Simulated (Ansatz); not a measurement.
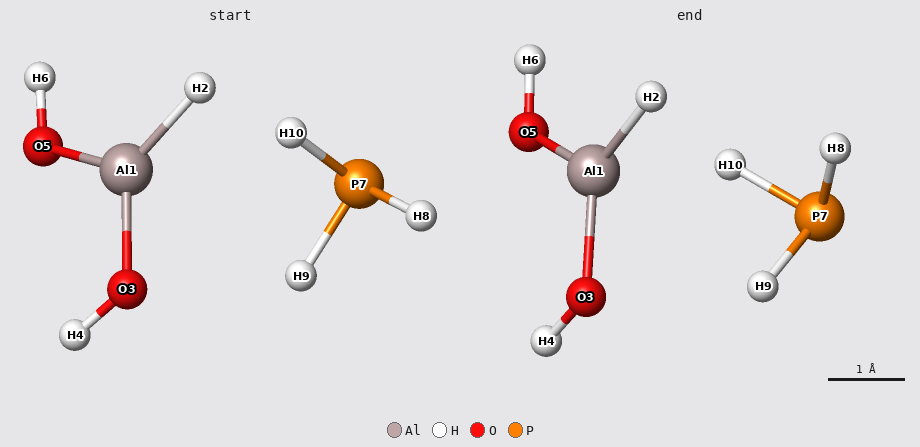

The structure of AlPH6O2 before (left) and after (right) a relaxation, at one scale.

Style: ball-and-stick. Shown at a tilt.

The run prepares an end point of a later path (reaction) calculation, from a guessed geometry.

These are results of Ansatz 0.2.0, RKS PBE/6-31G*, not measurements.

Input file:
```yaml
crystal:
  periodic: [false, false, false]
  atoms:
    - { symbol: Al, position_ang: [0.055807, -0.399482, 0.136038] }
    - { symbol: H, position_ang: [-0.170083, -0.381882, 1.688423] }
    - { symbol: O, position_ang: [1.672089, -0.378815, -0.470709] }
    - { symbol: H, position_ang: [1.75677, -0.490616, -1.438401] }
    - { symbol: O, position_ang: [-1.238851, -0.4429, -1.012721] }
    - { symbol: H, position_ang: [-2.144943, -0.514303, -0.662036] }
    - { symbol: P, position_ang: [-0.030145, 2.885491, 1.292327] }
    - { symbol: H, position_ang: [1.161072, 2.887144, 2.096492] }
    - { symbol: H, position_ang: [0.715365, 2.662799, 0.081449] }
    - { symbol: H, position_ang: [-0.221981, 1.483364, 1.515939] }
basis:
  gaussian: { orbitals: "6-31G*" }
hamiltonian:
  xc: pbe
relax:
  f_tol: 0.03
  max_steps: 50
```

Run as
```bash
ansatz run input.yaml --threads 1 --pin off --max-ram 2048MiB --backend cpu --events-out ev --progress --plain --runs-dir out
```

Q: What changed between the two?

A: After 19 accepted moves (22 points after the start) the energy has fallen by 4.68 kcal/mol. Largest force component: 0.46 eV/Å at the start, 0.0088 eV/Å at the end. The line search rejected the trial steps at points 7, 16, 21 of the run. The largest move after the best rigid fit is that of H10, 1.43 Å. By element the largest moves are H 1.43 Å, P 0.43 Å, O 0.39 Å, Al 0.19 Å. Near-neighbour distances that change, for instance: Al1–H10 2.351 → 2.873 Å, Al1–P7 3.484 → 3.535 Å, Al1–H2 1.569 → 1.591 Å, P7–H10 1.433 → 1.440 Å. Among the angles between lasting bonds that change: Al1–O3–H4 115.3° → 117.3°. Cost: 110 s on 1 thread of Arm Neoverse N1, with other jobs on the host, peak memory 0.13 GiB.
